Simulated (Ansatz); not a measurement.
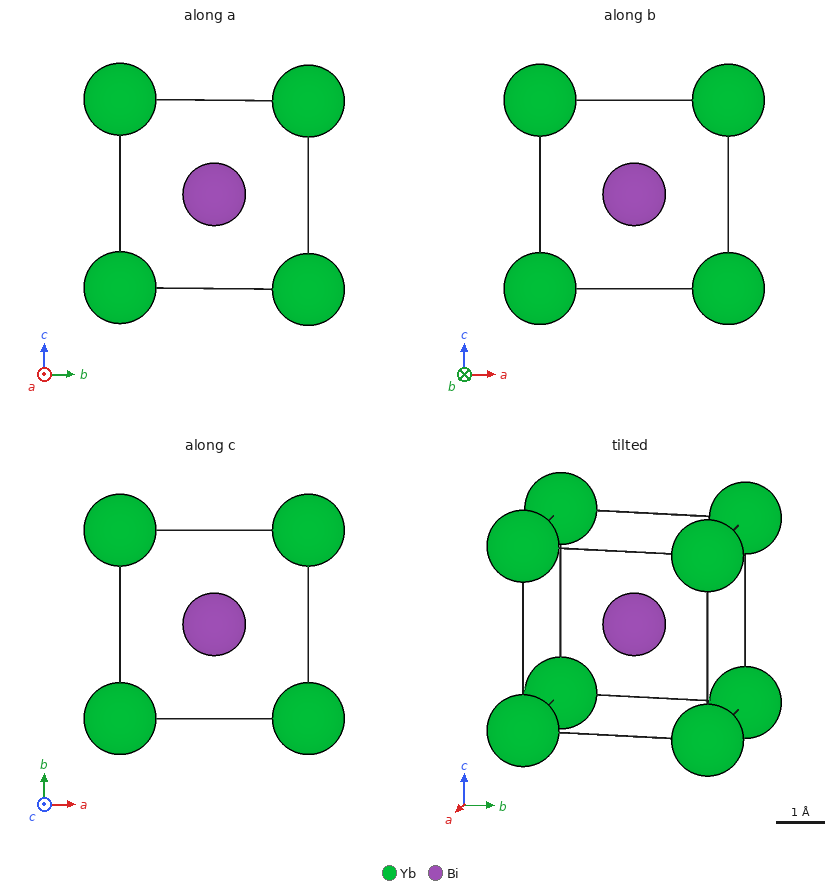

The crystal in a spheres-only representation, seen along the a axis, along the b axis, along the c axis and slightly off an axis. The edges of the unit cell are marked.

Lattice parameters: a = 3.978 Å, b = 3.978 Å, c = 3.978 Å, α = 90.57°, β = 90.00°, γ = 90.00°. Put a along x and b in the xy plane.

Q: Put the structure into a POSCAR file.

A:
```
Yb Bi
1.0
     3.978    0.000    0.000
     0.000    3.978    0.000
     0.000   -0.040    3.978
Yb Bi
1 1
Direct
  0.0000 0.0000 0.0000
  0.5000 0.5000 0.5000
```

Starting structure: a structure type filled with these elements by a generator (whether the compound takes this form wasn't checked). The cell was then strained or its atoms displaced on purpose. Ansatz was used for an electronic-structure calculation on it.
